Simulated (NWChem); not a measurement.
# CH5BClNO (SMILES NB(Cl)CO) at 3 levels

Wanted: a comparison of 3 runs (HF/STO-3G, HF/3-21G, B3LYP/6-31G*) of CH5BClNO. 

The calculation is run with NWChem 7.3.0.

2 further runs of the same task are left out: 2 that didn't finish. Runs told in other sessions of the task aren't counted.

## (1) The structure to begin with

The species is CH5BClNO (10 atoms), meant as a singlet with charge 0. As SMILES, `NB(Cl)CO`. Geometry: relaxed at PBE0-D4/def2-TZVP. This is a higher conformer, about 10 kJ/mol above the lowest found by a separate search.

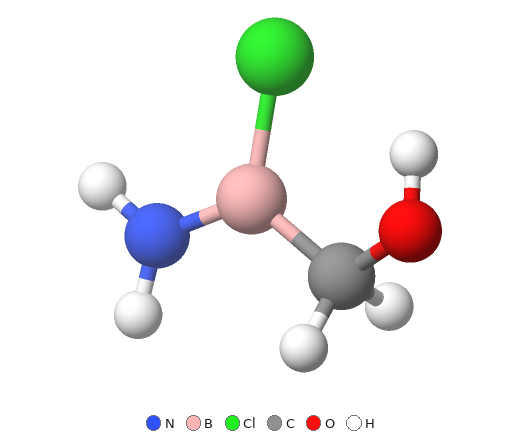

The structure, seen from a chosen angle (nitrogen blue, boron pink, chlorine green, carbon grey, oxygen red, hydrogen white).

## (2) Energy and gradient at HF/STO-3G (run 1)

The input, run.py:

```python
from ase import Atoms
from ase.calculators.nwchem import NWChem

molecule = Atoms('NBClCOHHHHH', positions=[
    [-1.481300, 0.770100, 0.263800],
    [-0.131200, 0.458300, 0.272600],
    [0.978400, 1.531400, 1.166200],
    [0.484800, -0.764800, -0.509200],
    [1.724500, -1.243900, -0.030200],
    [-1.860400, 1.585400, 0.713900],
    [-2.164100, 0.196600, -0.201200],
    [-0.217400, -1.606600, -0.495200],
    [0.570000, -0.469000, -1.570200],
    [2.179800, -0.508700, 0.392200],
])

calc = NWChem(
    label='mymol',
    theory='scf',
    memory='2200 mb',
    basis='STO-3G',
    basispar='spherical bse',
    scf={'nopen': '0', 'rhf': None, 'thresh': '1e-08', 'maxiter': '80'},
)
molecule.calc = calc

forces = molecule.get_forces()
print("Total energy (eV):", round(molecule.get_potential_energy(), 6))
print("forces (eV/A):")
for s, f in zip(molecule.symbols, forces):
    print(f"{s:2s} {f[0]:10.5f} {f[1]:10.5f} {f[2]:10.5f}")
print("dipole (e A):", molecule.get_dipole_moment().round(4))
```

On the command line:

```console
export ASE_NWCHEM_COMMAND="nwchem PREFIX.nwi > PREFIX.nwo"
python run.py
```

Log:

```text
Total energy (eV): -17604.07222
forces (eV/A):
N     1.58910   -0.37338    0.01538
B    -1.35677    0.27573   -0.09323
Cl    0.37050    0.42094    0.33620
C    -0.64170    0.14434   -0.65949
O     0.37595   -2.27887   -0.38093
H    -0.37003    0.56472    0.34962
H    -0.55263   -0.35378   -0.34782
H     0.05461    0.07986   -0.00555
H    -0.02484   -0.03579    0.17679
H     0.55587    1.55624    0.60909
dipole (e A): [-0.7169  0.1142 -0.1875]
```

The calculator wrote mymol.nwi:

```
title "mymol"

permanent_dir mymol

scratch_dir mymol

start mymol

geometry units angstrom nocenter noautosym noautoz
  N  -1.4813000000000001e+00 7.7010000000000001e-01 2.6379999999999998e-01
  B  -1.3120000000000001e-01 4.5829999999999999e-01 2.7260000000000001e-01
  Cl 9.7840000000000005e-01 1.5314000000000001e+00 1.1661999999999999e+00
  C  4.8480000000000001e-01 -7.6480000000000004e-01 -5.0919999999999999e-01
  O  1.7244999999999999e+00 -1.2439000000000000e+00 -3.0200000000000001e-02
  H  -1.8604000000000001e+00 1.5853999999999999e+00 7.1389999999999998e-01
  H  -2.1640999999999999e+00 1.9660000000000000e-01 -2.0119999999999999e-01
  H  -2.1740000000000001e-01 -1.6066000000000000e+00 -4.9519999999999997e-01
  H  5.6999999999999995e-01 -4.6899999999999997e-01 -1.5702000000000000e+00
  H  2.1798000000000002e+00 -5.0870000000000004e-01 3.9219999999999999e-01
end

memory 2200 mb

basis spherical bse noprint
   * library STO-3G
end

scf
  nopen 0
  rhf
  thresh 1e-08
  maxiter 80
end

task scf gradient
```

mymol.nwo, shortened:

```text
[...]
      One-electron energy =  -1309.361670316469
[... 1 line left out ...]
 Nuclear repulsion energy =    209.056400219469
[... 42 lines left out ...]
                       ROHF Final Molecular Orbital Analysis
[... 224 lines left out ...]
     1   1 0 0     -1.354824      0.000000     39.344851
[...]
  wavefunction    =   RHF
                         RHF ENERGY GRADIENTS
    atom               coordinates                        gradient
                 x          y          z           x          y          z
   1 N      -2.799251   1.455278   0.498510   -0.030903   0.007261  -0.000299
   2 B      -0.247932   0.866061   0.515139    0.026385  -0.005362   0.001813
   3 Cl      1.848908   2.893926   2.203798   -0.007205  -0.008186  -0.006538
[... 6 lines of this table left out ...]
  10 H       4.119225  -0.961304   0.741151   -0.010810  -0.030264  -0.011845
[...]
```

Wall time 6.6 s (1 thread of Intel Xeon Platinum 8259CL at 2.50GHz (Skylake/Cascade Lake), shared host); peak memory 0.099 GiB.

## (3) Energy and forces at HF/3-21G (run 2)

The input, geom.xyz:

```xyz
10
CH5BClNO gradient
N     -1.481300     0.770100     0.263800
B     -0.131200     0.458300     0.272600
Cl     0.978400     1.531400     1.166200
C      0.484800    -0.764800    -0.509200
O      1.724500    -1.243900    -0.030200
H     -1.860400     1.585400     0.713900
H     -2.164100     0.196600    -0.201200
H     -0.217400    -1.606600    -0.495200
H      0.570000    -0.469000    -1.570200
H      2.179800    -0.508700     0.392200
```

The input, run.py:

```python
from ase.io import read
from ase.calculators.nwchem import NWChem

mol = read('geom.xyz')

calc = NWChem(
    label='geom',
    theory='scf',
    memory='2200 mb',
    basis='3-21G',
    basispar='spherical bse',
    scf={'nopen': '0', 'rhf': None, 'thresh': '1e-08', 'maxiter': '80'},
)
mol.calc = calc

forces = mol.get_forces()
print("Total energy (eV):", round(mol.get_potential_energy(), 6))
print("forces (eV/A):")
for s, f in zip(mol.symbols, forces):
    print(f"{s:2s} {f[0]:10.5f} {f[1]:10.5f} {f[2]:10.5f}")
print("dipole (e A):", mol.get_dipole_moment().round(4))
```

On the command line:

```console
export ASE_NWCHEM_COMMAND="nwchem PREFIX.nwi > PREFIX.nwo"
python run.py
```

Log:

```text
Total energy (eV): -17716.728434
forces (eV/A):
N    -0.51767    0.14691   -0.06279
B    -0.63553   -0.73791   -0.42326
Cl    0.78388    0.80835    0.62863
C    -1.29105   -0.07271   -1.03430
O     0.76305   -0.14594    0.46434
H     0.06150   -0.17190   -0.06880
H     0.14732    0.10670    0.08742
H     0.21196    0.28981   -0.00514
H    -0.04150   -0.10454    0.30360
H     0.51808   -0.11873    0.11030
dipole (e A): [-0.8451  0.2025 -0.2106]
```

The calculator wrote geom.nwi:

```
title "geom"

permanent_dir geom

scratch_dir geom

start geom

geometry units angstrom nocenter noautosym noautoz
  N  -1.4813000000000001e+00 7.7010000000000001e-01 2.6379999999999998e-01
  B  -1.3120000000000001e-01 4.5829999999999999e-01 2.7260000000000001e-01
  Cl 9.7840000000000005e-01 1.5314000000000001e+00 1.1661999999999999e+00
  C  4.8480000000000001e-01 -7.6480000000000004e-01 -5.0919999999999999e-01
  O  1.7244999999999999e+00 -1.2439000000000000e+00 -3.0200000000000001e-02
  H  -1.8604000000000001e+00 1.5853999999999999e+00 7.1389999999999998e-01
  H  -2.1640999999999999e+00 1.9660000000000000e-01 -2.0119999999999999e-01
  H  -2.1740000000000001e-01 -1.6066000000000000e+00 -4.9519999999999997e-01
  H  5.6999999999999995e-01 -4.6899999999999997e-01 -1.5702000000000000e+00
  H  2.1798000000000002e+00 -5.0870000000000004e-01 3.9219999999999999e-01
end

memory 2200 mb

basis spherical bse noprint
   * library 3-21G
end

scf
  nopen 0
  rhf
  thresh 1e-08
  maxiter 80
end

task scf gradient
```

geom.nwo, shortened:

```text
[...]
      One-electron energy =  -1312.341634441738
[... 1 line left out ...]
 Nuclear repulsion energy =    209.056400219469
[... 42 lines left out ...]
                       ROHF Final Molecular Orbital Analysis
[... 225 lines left out ...]
     1   1 0 0     -1.596989      0.000000     39.344851
[...]
  wavefunction    =   RHF
                         RHF ENERGY GRADIENTS
    atom               coordinates                        gradient
                 x          y          z           x          y          z
   1 N      -2.799251   1.455278   0.498510    0.010067  -0.002857   0.001221
   2 B      -0.247932   0.866061   0.515139    0.012359   0.014350   0.008231
   3 Cl      1.848908   2.893926   2.203798   -0.015244  -0.015720  -0.012225
[... 6 lines of this table left out ...]
  10 H       4.119225  -0.961304   0.741151   -0.010075   0.002309  -0.002145
[...]
```

Run time: 7.8 s. Hardware: 1 thread of Intel Xeon Platinum 8259CL at 2.50GHz (Skylake/Cascade Lake), shared host; peak memory 0.097 GiB.

## (4) Energy and gradient at B3LYP/6-31G(d) (Cartesian functions) (run 3)

The input, ch5bclno.xyz:

```xyz
10
CH5BClNO B3LYP
N     -1.481300     0.770100     0.263800
B     -0.131200     0.458300     0.272600
Cl     0.978400     1.531400     1.166200
C      0.484800    -0.764800    -0.509200
O      1.724500    -1.243900    -0.030200
H     -1.860400     1.585400     0.713900
H     -2.164100     0.196600    -0.201200
H     -0.217400    -1.606600    -0.495200
H      0.570000    -0.469000    -1.570200
H      2.179800    -0.508700     0.392200
```

The input, ch5bclno.nw:

```
start ch5bclno
title "CH5BClNO B3LYP"
memory 2200 mb
charge 0

geometry units angstrom noautosym nocenter noautoz
   load ch5bclno.xyz
end

basis
   * library 6-31G*
end

dft
   xc b3lyp
   grid xfine
   convergence energy 1e-08
   iterations 100
   mulliken
   noprint "final vectors analysis"
end

task dft gradient
```

On the command line:

```console
nwchem ch5bclno.nw > ch5bclno.out
```

Log, shortened:

```text
[...]
          Wavefunction type:  closed shell.
          No. of atoms     :    10
          No. of electrons :    48
[...]
          Charge           :     0
          Spin multiplicity:     1
[...]
          AO basis - number of functions:    89
[...]
              XC Information
              --------------
                         B3LYP Method XC Potential
                     Hartree-Fock (Exact) Exchange  0.200
                        Slater Exchange Functional  0.800 local
                    Becke 1988 Exchange Functional  0.720 non-local
              Lee-Yang-Parr Correlation Functional  0.810
                  VWN I RPA Correlation Functional  0.190 local
[...]
 d= 0,ls=0.0,diis     1   -656.1281257853 -8.65D+02  1.34D-02  9.10D-01     6.7
[...]
 d= 0,ls=0.0,diis    10   -656.2151192223 -9.03D-10  2.18D-07  5.28D-10    59.5
         Total DFT energy =     -656.215119222324
      One electron energy =    -1316.992362068185
           Coulomb energy =      506.939292054896
    Exchange-Corr. energy =      -55.218449428504
 Nuclear repulsion energy =      209.056400219469
[...]
      Total Density - Mulliken Population Analysis
     ---------------------------------------------
[...]
  wavefunction    = closed shell
                         DFT ENERGY GRADIENTS
    atom               coordinates                        gradient
                 x          y          z           x          y          z
   1 N      -2.799251   1.455278   0.498510    0.000107  -0.000335  -0.000005
   2 B      -0.247932   0.866061   0.515139    0.001715   0.002921   0.001206
   3 Cl      1.848908   2.893926   2.203798   -0.004739  -0.006361  -0.004477
   4 C       0.916139  -1.445262  -0.962248    0.002364  -0.001256   0.002435
   5 O       3.258832  -2.350630  -0.057070   -0.002892   0.010129   0.000365
   6 H      -3.515646   2.995972   1.349075    0.002468  -0.003880  -0.002201
   7 H      -4.089556   0.371520  -0.380213    0.003719   0.002553   0.002215
   8 H      -0.410826  -3.036034  -0.935792    0.001047   0.001799   0.000413
   9 H       1.077144  -0.886281  -2.967248    0.000318  -0.000243   0.002707
  10 H       4.119225  -0.961304   0.741151   -0.004107  -0.005326  -0.002658
[...]
```

Wall time 78 s (1 thread of Intel Xeon Platinum 8259CL at 2.50GHz (Skylake/Cascade Lake), shared host); peak memory 0.15 GiB.

## (5) The series

```
run                               level  Cartesian functions  iteration cap  energy (Eh)  dipole moment (D)  HOMO energy (eV)  LUMO energy (eV)  wall time
  1                           HF/STO-3G                   no             80  -646.937727               3.60             -9.23              7.91      6.6 s
  2                            HF/3-21G                   no             80  -651.077766               4.29            -11.43              4.50      7.8 s
  3  B3LYP/6-31G* (Cartesian functions)                  yes            100  -656.215119               3.58                 –                 –       78 s
```

## (6) What came out

```
                       quantity          value
            run 3: total energy  -656.21512 Eh
           run 3: dipole moment         3.58 D
run 3: largest force on an atom     0.542 eV/Å
```

What this shows: The dipole moment (its size) runs from 3.58 D (B3LYP/6-31G*) to 4.29 D (HF/3-21G). The two ends differ in method and basis. In run 1 the basis is minimal, so the values are rough. All runs together took 92 s, the longest 78 s.
